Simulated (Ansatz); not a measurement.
Breaking a bond: Ga2, triplet.

Computed with: ROMP2 = MP2 on ROHF/cc-pVTZ, cores with 3d frozen in Ansatz (a first-principles code); UKS-PBE = unrestricted PBE/cc-pVTZ run with Ansatz; UCCSDT = Ansatz with CCSDT on UHF/cc-pVTZ, cores with 3d frozen; ROCCSDT(Q) = Ansatz with CCSDT(Q)/B on ROHF/cc-pVTZ, cores with 3d frozen.

Energies are in kcal/mol, each relative to the lowest point of its own curve near equilibrium.

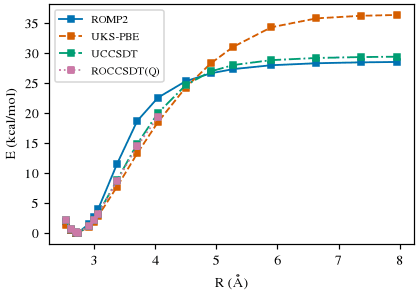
*Energy against bond length for each method.*

| R / Å | ROMP2 | UKS-PBE | UCCSDT | ROCCSDT(Q) |
|---|---|---|---|---|
| 2.54 | 1.8 | 1.4 | 2.1 | 2.1 |
| 2.62 | 0.5 | 0.5 | 0.7 | 0.7 |
| 2.70 | 0.0 | 0.0 | 0.1 | 0.1 |
| 2.74 | 0.0 | 0.0 | 0.0 | 0.0 |
| 2.92 | 1.5 | 1.0 | 1.1 | 1.1 |
| 3.00 | 2.7 | 1.9 | 2.1 | 2.1 |
| 3.07 | 3.9 | 2.8 | 3.2 | 3.1 |
| 3.38 | 11.5 | 7.7 | 8.8 | 8.6 |
| 3.71 | 18.7 | 13.3 | 14.9 | 14.5 |
| 4.05 | 22.6 | 18.5 | 20.0 | 19.4 |
| 4.50 | 25.3 | 24.2 | 24.6 | — |
| 4.91 | 26.6 | 28.3 | 26.9 | — |
| 5.28 | 27.3 | 31.0 | 28.0 | — |
| 5.90 | 28.0 | 34.3 | 28.8 | — |
| 6.64 | 28.3 | 35.8 | 29.2 | — |
| 7.36 | 28.4 | 36.2 | 29.3 | — |
| 7.96 | 28.5 | 36.4 | 29.4 | — |

At the longest distance, 7.96 Å, UKS-PBE lies highest above its minimum (36.4 kcal/mol) and ROMP2 lowest (28.5 kcal/mol).

A dash means that the run gave no value there, or that the column was ended at a point which the program doubted or which failed a test of continuity chosen for this set; such a test can also cut sound points.

The scan ran from 2.17 to 7.96 Å; beyond the distances shown full CI changes its symmetry label. The T1 diagnostic of CCSD on the restricted reference of ROMP2, ROCCSDT(Q) exceeds 0.045 at 3.38 to 4.05 Å.
